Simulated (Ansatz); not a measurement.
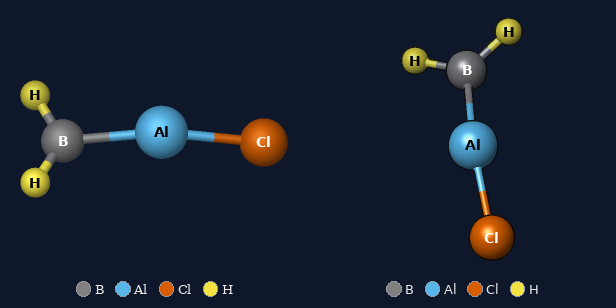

Both panels show the same species.

Charge 0, doublet.

Which formula does it have?

Answer. AlBClH₂, 5 atoms: 1 aluminium, 1 boron, 1 chlorine and 2 hydrogen.

Count the bonded pairs by element.

Answer. 2 B–H, 1 Al–B, 1 Al–Cl. Sticks follow a distance rule.

The parts below concern this one geometry. Atoms keep their numbers from picture to picture. Computed geometry: PBE0-D4/def2-TZVP optimisation. No frequency run is at hand to confirm it as a minimum.

Geometry

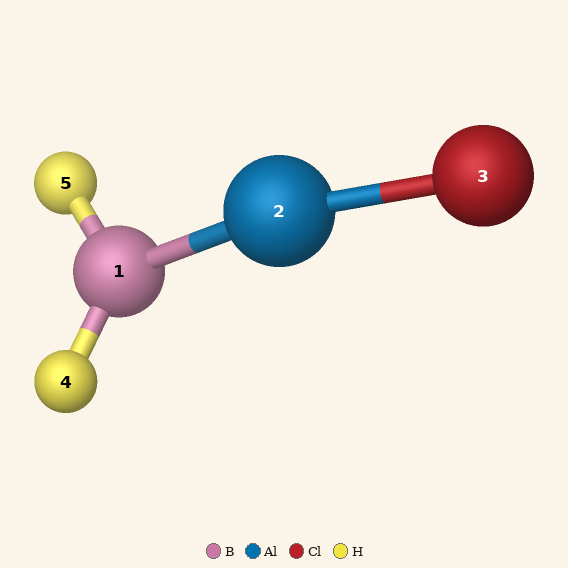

Numbered structure. No frequency run is at hand to confirm it as a minimum.

List the bonds and their lengths.

```tsv
bond	length (Å)
B1–Al2	2.012
B1–H4	1.195
B1–H5	1.195
Al2–Cl3	2.088
```

Charges

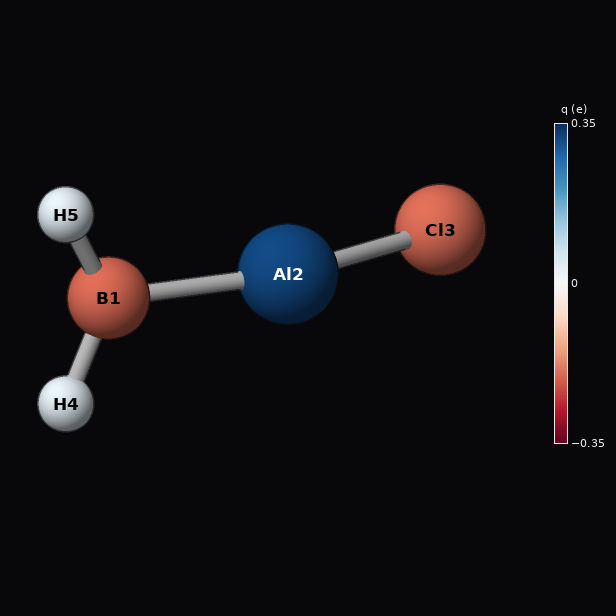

Atoms are coloured by their Mulliken charges. No frequency run is at hand to confirm it as a minimum. Level of theory: UKS PBE0-D4/def2-TZVP (Ansatz 0.2.0).

List the Mulliken charges.

| atom | value (e) |
| --- | --- |
| B1 | −0.20 |
| Al2 | 0.32 |
| Cl3 | −0.20 |
| H4 | 0.04 |
| H5 | 0.04 |

Electronic properties

No frequency run is at hand to confirm it as a minimum. Level of theory: UKS PBE0-D4/def2-TZVPP (Ansatz 0.2.0).

Give the ⟨S²⟩ of the determinant at this level.

Answer. 0.758.

What is the HOMO energy (Kohn–Sham orbital)?

Answer. −5.53 eV.

Dipole moment

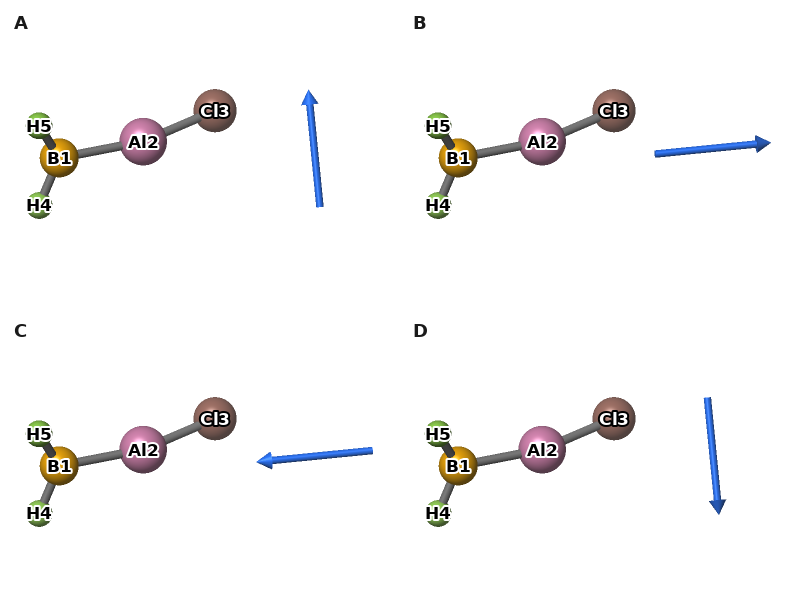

The same molecule four times, each with an arrow. No frequency run is at hand to confirm it as a minimum. Level of theory: UKS PBE0-D4/def2-TZVP (Ansatz 0.2.0).

Which arrow points along the dipole moment, from the negative to the positive end?

Answer. B. The dipole moment is 1.21 D; it points from the side of H4, H5 to the side of Cl3 (the outermost atoms at the two ends).

Mulliken values depend strongly on the basis set and can even reverse the polarity of a bond.
